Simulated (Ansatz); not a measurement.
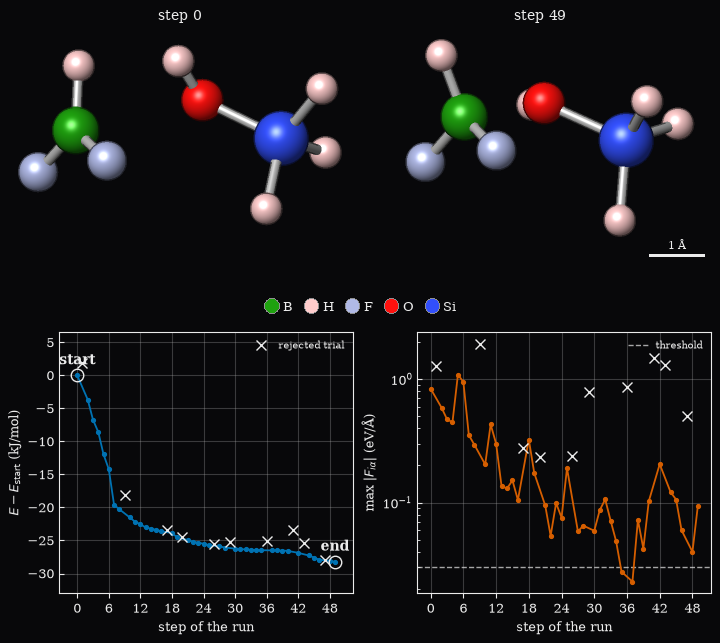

First and last geometry of a relaxation of BSiH5OF2, with the history of the run. A ball-and-stick model, seen at a tilt.

The run prepares an end point of a later path (reaction) calculation, from a guessed geometry.

Theory: Ansatz, RKS B3LYP/def2-SVP.

Input
```yaml
crystal:
  periodic: [false, false, false]
  atoms:
    - { symbol: B, position_ang: [0.11774, 0.492976, 0.02551] }
    - { symbol: H, position_ang: [0.100251, 0.424612, 1.218397] }
    - { symbol: F, position_ang: [1.223695, 0.803202, -0.618899] }
    - { symbol: F, position_ang: [-0.999795, 0.332965, -0.662077] }
    - { symbol: O, position_ang: [0.171908, -2.031079, 0.673676] }
    - { symbol: Si, position_ang: [-0.745097, -3.206811, -0.104241] }
    - { symbol: H, position_ang: [0.110714, -4.418106, -0.220249] }
    - { symbol: H, position_ang: [-1.979961, -3.528437, 0.673857] }
    - { symbol: H, position_ang: [-1.128134, -2.739857, -1.462911] }
    - { symbol: H, position_ang: [-0.226021, -1.410866, 1.323836] }
basis:
  gaussian: { orbitals: def2-SVP }
hamiltonian:
  xc: b3lyp
relax:
  f_tol: 0.03
  max_steps: 50
```

Command:
```bash
ansatz run input.yaml --threads 2 --pin off --max-ram 3072MiB --backend cpu --events-out ev --progress --plain --runs-dir out
```

> Did the run converge, and what did it change?

The relaxation stopped without meeting its thresholds, so the last structure isn't shown to be converged. It used up its limit of 50 steps. The atom that moves furthest after the best rigid fit is H10 (1.54 Å). Largest moves by element: H 1.54 Å, B 0.58 Å, F 0.57 Å, O 0.37 Å, Si 0.32 Å. Some distances before and after: B1–O5 2.607 → 1.774 Å, O5–Si6 1.682 → 1.732 Å, B1–F4 1.322 → 1.368 Å, B1–F3 1.317 → 1.357 Å. Among the angles between lasting bonds that change: O5–Si6–H8 111.1° → 106.7°, F3–B1–F4 118.9° → 114.8°, H8–Si6–H9 109.3° → 113.2°. Groups turn about O5–Si6 by about 175°. The energy falls by 28.2 kJ/mol in 39 accepted moves (49 points after the start). Largest force component: 0.84 eV/Å at the start, 0.095 eV/Å at the end. The line search rejected the trial steps at points 1, 9, 17, 20, 26, 29, 36, 41 and more of the run. The forces were under the threshold at step 35, but the run went on from there.
